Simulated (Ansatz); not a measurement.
# C2H5BrSi: rigid scan of one bond length

How does the energy of C2H5BrSi change as one bond is stretched? Wanted for C2H5BrSi: a rigid scan of one bond length.

Program: Ansatz 0.2.0 through its Python package. Level of theory: PBE0+D4/def2-SVP. These are calculated values, not measurements.

**1. The structure**

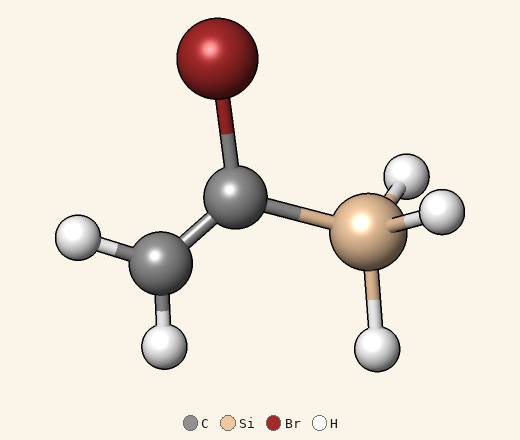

The starting structure, viewed from a chosen angle; carbon grey, silicon light orange, bromine red, hydrogen white.

The script holds or builds the structure itself.

**2. The code**

The input, scan_c2h5brsi.py:

```python
"""Stretching a bond of C2H5BrSi, the rest held rigid."""

import logging
import sys
import warnings

import ansatz as az
import matplotlib.pyplot as plt
import numpy as np

logging.basicConfig(stream=sys.stdout, format="[%(levelname)s] %(message)s")
log = logging.getLogger("calc")
log.setLevel(logging.INFO)

GEOMETRY = """
C    -0.44210    1.35050   -0.51190
C    -0.19220    0.08830   -0.62030
Si    0.39470   -0.94400    0.77030
Br   -0.30210   -0.80640   -2.25670
H    -0.84710    1.94970   -1.39990
H    -0.39210    1.96240    0.40610
H     1.80040   -1.49440    0.48410
H    -0.46870   -2.05020    1.05290
H     0.53770   -0.10220    2.05830
"""


def main() -> None:
    warnings.simplefilter("ignore", az.DeckWarning)

    geometry = az.Crystal.molecule()
    for line in GEOMETRY.strip().splitlines():
        symbol, *xyz = line.split()
        geometry = geometry.atom(symbol, [float(v) for v in xyz])

    symbols = [site.symbol for site in geometry.cartesian_sites]
    start = np.array([site.position_ang for site in geometry.cartesian_sites])
    axis = (start[8] - start[2]) / np.linalg.norm(start[8] - start[2])
    moving = [8]
    lengths, energies = [1.31, 1.42, 1.55, 1.7, 1.93, 2.32, 2.78, 3.4], []
    for length in lengths:
        xyz = start.copy()
        xyz[moving] += (length - np.linalg.norm(start[8] - start[2])) * axis
        point = az.Crystal.molecule()
        for symbol, place in zip(symbols, xyz):
            point = point.atom(symbol, place.tolist())
        calc = point.calculation()
        calc = calc.basis(gaussian="def2-SVP")
        calc = calc.functional("pbe0", dispersion="d4")
        rep = calc.run().report
        energies.append(rep["free_energy_ev"])
        log.info(f"r = {length:6.3f} A  E = {energies[-1]:.5f} eV  <S^2> = {abs(rep['mean_field']['state']['spin_squared']):.3f}")

    print("energy above the lowest point (eV):", [round(e - min(energies), 3) for e in energies])
    plt.figure(figsize=(4.5, 3))
    plt.plot(lengths, np.array(energies) - min(energies), "o-")
    plt.xlabel("bond length (A)")
    plt.ylabel("E - E(min) (eV)")
    plt.tight_layout()
    plt.savefig("scan.png", dpi=100)


if __name__ == "__main__":
    main()
```

**3. The input behind the calls**

The package turns the script's settings into the engine's input (first run):

```yaml
crystal:
  periodic: [false, false, false]
  atoms:
    - { symbol: C, position_ang: [-0.4421, 1.3505, -0.5119] }
    - { symbol: C, position_ang: [-0.1922, 0.0883, -0.6203] }
    - { symbol: Si, position_ang: [0.3947, -0.944, 0.7703] }
    - { symbol: Br, position_ang: [-0.3021, -0.8064, -2.2567] }
    - { symbol: H, position_ang: [-0.8471, 1.9497, -1.3999] }
    - { symbol: H, position_ang: [-0.3921, 1.9624, 0.4061] }
    - { symbol: H, position_ang: [1.8004, -1.4944, 0.4841] }
    - { symbol: H, position_ang: [-0.4687, -2.0502, 1.0529] }
    - { symbol: H, position_ang: [0.515923922178574, -0.23038952664389123, 1.8621630193426801] }
basis:
  gaussian:
    orbitals: def2-SVP
hamiltonian:
  xc: pbe0
  dispersion: d4
```

**4. Launch**

Launch:

```sh
python scan_c2h5brsi.py
```

Q: Predict the main results. Wanted: range of energy; lowest point, distance.

As calculated:

| quantity | value |
| --- | --- |
| runs compared | 8 |
| range of energy | 4.648 eV |
| lowest point, distance (Å) | 1.55 |

What this shows: The lowest point, at 1.55, lies inside the range. The ends stand 0.385 and 4.65 eV above it. The distance scanned is the script's pair 2, 8. The rest of the molecule is held rigid at a force-field or estimated start geometry, and the basis set is modest; single-reference methods fail as a bond breaks. The orbitals are restricted, so S² is zero by construction. Toward dissociation an unrestricted state can lie under the restricted one, by tenths of an eV for polar bonds under a functional and by 1 to 2 eV or more for others.
